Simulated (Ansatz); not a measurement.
## Electronic structure of F2H2SSi in real space

The calculation's input:

```
crystal:
  periodic: [false, false, false]
  atoms:
    - { symbol: Si, position_ang: [-0.0725, 0.0868, 0.5295] }
    - { symbol: H, position_ang: [-0.1493, 0.2934, -1.333] }
    - { symbol: S, position_ang: [0.7916, -1.6697, 0.0742] }
    - { symbol: H, position_ang: [0.319, -0.5669, -1.2694] }
    - { symbol: F, position_ang: [-1.5165, 0.3936, 1.1095] }
    - { symbol: F, position_ang: [0.6276, 1.4628, 0.8891] }
basis:
  gaussian: { orbitals: def2-SVP }
hamiltonian:
  xc: b3lyp
relax:
  f_tol: 0.15
  max_steps: 25
  restrain:
    - { distance: [3, 1], at: 1.92, k: 30.0 }
    - { distance: [0, 1], at: 1.42, k: 30.0 }
    - { distance: [3, 2], at: 1.36, k: 30.0 }
output:
  orbitals: {}
```

Launched as:

```sh
ansatz run input.yaml --threads 2 --pin off --max-ram 3072MiB --backend cpu --events-out ev --progress --plain --runs-dir out
```

The fields are those of the run's last geometry, not of the input's.

Not at a stationary point (largest force 1.1 eV/Å).

The calculation used RKS B3LYP/def2-SVP in Ansatz 0.2.0.

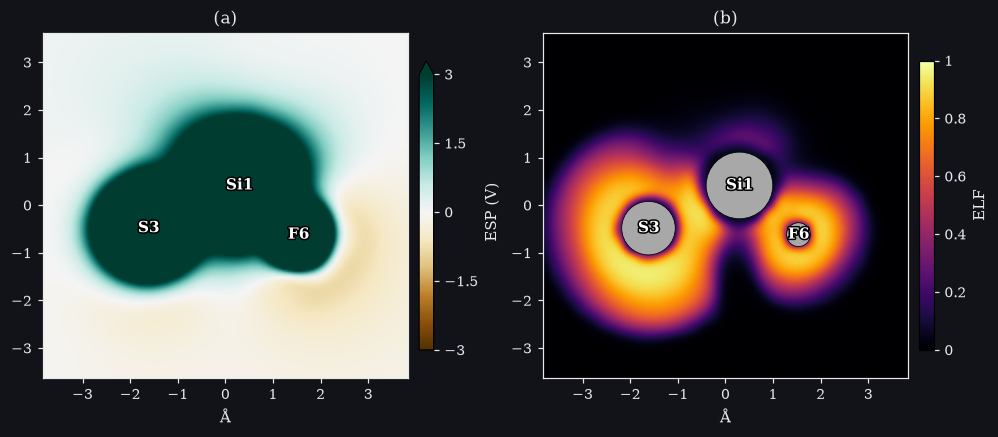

Figure 1. (a) molecular electrostatic potential; (b) electron localisation function on the plane of atoms S3, Si1 and F6. Grey discs cover the atomic cores in the ELF map.

**Describe what can be read from this map.**

The plane passes through Si, S and F nuclei. Si–F (1.61 Å): the ELF peaks at about 0.85 in the valence shell of F, 0.6 Å from its nucleus, and is about 0.50 at the midpoint. Si–S (2.11 Å): the ELF peaks at about 0.90 between the atoms, as expected for a shared electron pair. The ELF also peaks beside S3 and F6, away from the bonds: lone-pair regions. Outside the dense part of the molecule the potential is most negative (−0.8 V) near F6.

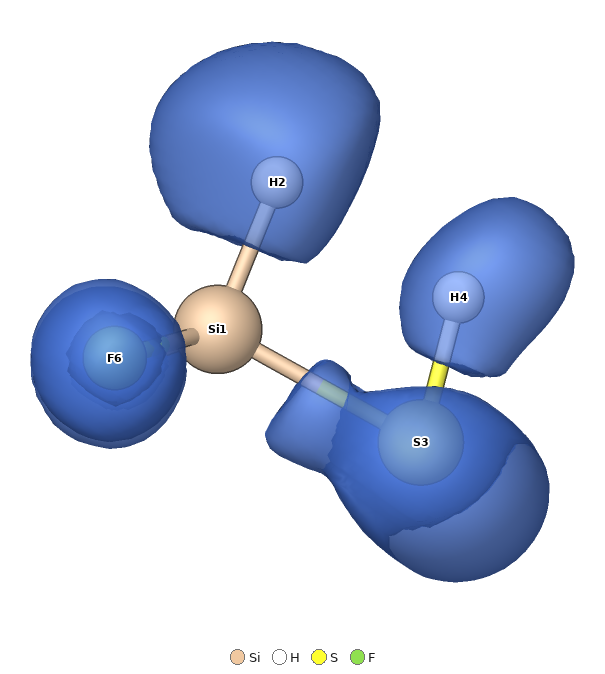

Figure 2. Isosurface of the electron localisation function at 0.8 (blue), seen from one side. Only the valence region is drawn (cores and ρ < 0.01 e/Å³ removed).

**Where are the electrons localised?**

The surface consists of two regions around hydrogen nuclei, one region on S in which the atom's valence shell and bonds are merged and two regions wrapped around F (its lone pairs, merged into a ring or cap).

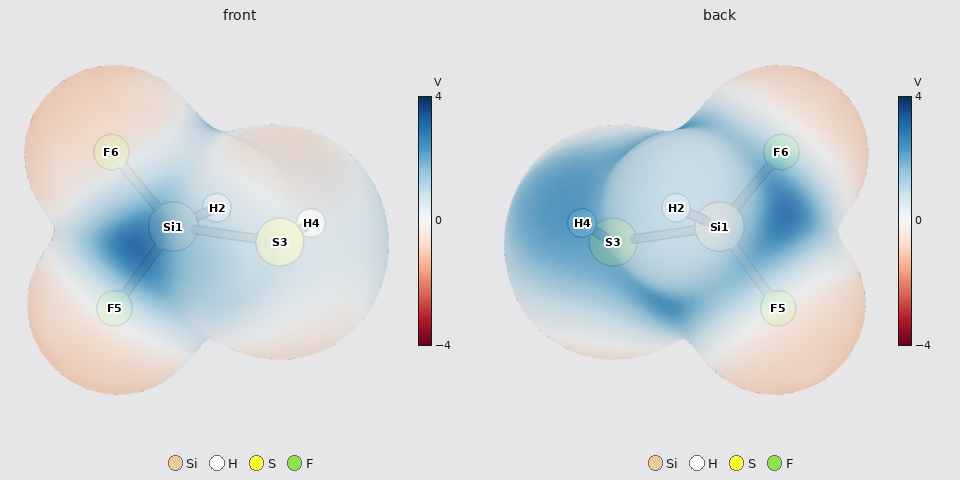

Figure 3. The electrostatic potential painted on the density surface at 0.004 e/bohr³, seen from the front and from behind; red is negative and blue positive.

**Which sites attract a positive test charge, and which a negative one?**

A positive charge is drawn to the negative regions and a negative charge to the positive ones. The most negative region (about −0.8 V) lies over F5 and F6, the most positive (about +2.9 V) over Si1.
